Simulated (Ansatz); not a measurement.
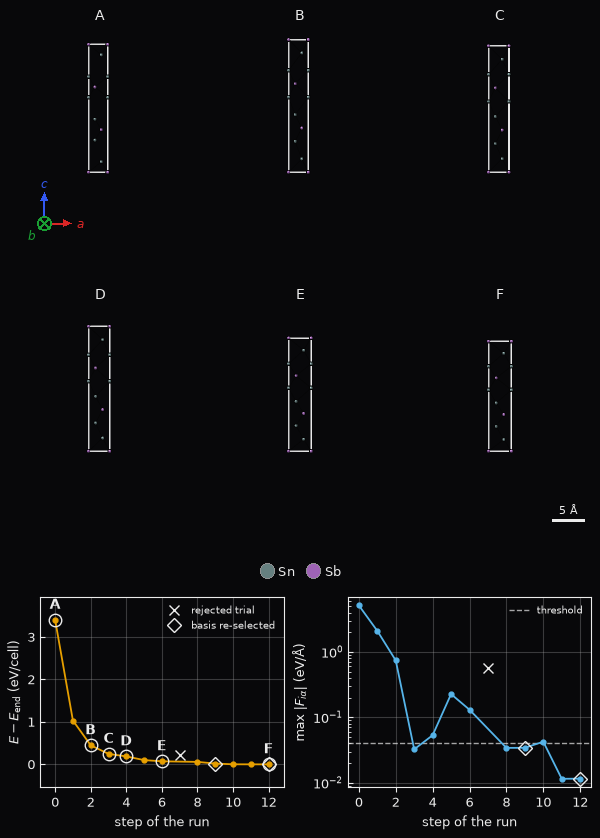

Frames of a relaxation of a crystal of Sn$_{2}$Sb (built on the 3R molybdenite_160 type) (coarse preliminary run), marked on the history of the run. The picture is a ball-and-stick view of the conventional cell (3 times the calculation's cell), seen along the b axis. Lengths and directions refer to the drawn axes.

Case: 3R molybdenite type (R3m, No. 160).

All numbers below come from DFT PBE, scalar-relativistic, plane waves, PAW (Ansatz 0.2.0). (plane-wave cutoff 420 eV; k-point mesh 6 × 6 × 6; occupations gaussian; smearing width 0.1 eV; no spin polarisation; cell and atoms relaxed; force threshold 0.04 eV/Å; at most 70 steps)

Q: Describe the path.

A: The energy falls by 3.405 eV per cell of the calculation in 9 accepted moves (12 points after the start). The largest force component goes from 5.1 to 0.012 eV/Å. The pressure goes from 35.48 to −0.02 GPa. The line search rejected the trial step at point 7 of the run. At 2 points the geometry stayed and the basis and grid were re-selected for the new cell (energy shift of 39.5 meV per cell of the calculation at most each time). The atom that moves furthest relative to the cell is a Sn atom (0.46 Å along −c). By element the largest moves are Sn 0.46 Å, Sb 0.02 Å. The volume changes by +23.8 %, with a = b 3.535 → 4.244 Å (+20.1 %), c 20.530 → 17.637 Å (−14.1 %). Some distances before and after: Sn–Sn 4.040 → 3.230 Å, Sb–Sn 2.643 → 3.115 Å, Sb–Sn 2.642 → 3.071 Å. New bonds form: Sn–Sn (4.04 → 3.23 Å). Among the angles between lasting bonds that change: Sn–Sb–Sn 78.9° → 75.2°, Sb–Sn–Sb 84.0° → 87.4°, Sn–Sb–Sn 84.0° → 87.4°. The space group stays R3m (No. 160). From step 0 to 2: Sn atoms move most (0.40 Å), volume +12.1 %, energy −2.956 eV per cell of the calculation. From step 2 to 3: a Sn atom moves most (0.13 Å), volume +1.5 %, energy −0.202 eV per cell of the calculation. From step 3 to 4: a Sn atom moves most (0.02 Å), volume +5.1 %, energy −59.5 meV per cell of the calculation. From step 4 to 6: a Sn atom moves most (0.02 Å), volume +4.0 %, energy −0.115 eV per cell of the calculation. From step 6 to 12: volume −0.4 %, energy −72.0 meV per cell of the calculation.

```
step  E − E(0), meV/atom  largest force component, eV/Å  pressure, GPa  volume, Å³/atom                      note
   0                0.00                         5.1349          35.48           24.685                          
   1             -790.76                         2.0956          11.03           27.459                          
   2             -985.24                         0.7400           4.18           27.665                          
   3            -1052.70                         0.0324           2.28           28.073                          
   4            -1072.52                         0.0532           0.43           29.496                          
   5            -1101.59                         0.2265          -1.72           30.719                          
   6            -1110.87                         0.1306          -1.56           30.687                          
   7            -1064.16                         0.5737           6.30           27.297                  rejected
   8            -1115.58                         0.0341           0.01           29.826                          
   9            -1128.74                         0.0342           0.77           29.826  same geometry, new basis
  10            -1134.40                         0.0424           0.42           30.321                          
  11            -1134.75                         0.0115          -0.01           30.570                          
  12            -1134.88                         0.0115          -0.02           30.570  same geometry, new basis
```
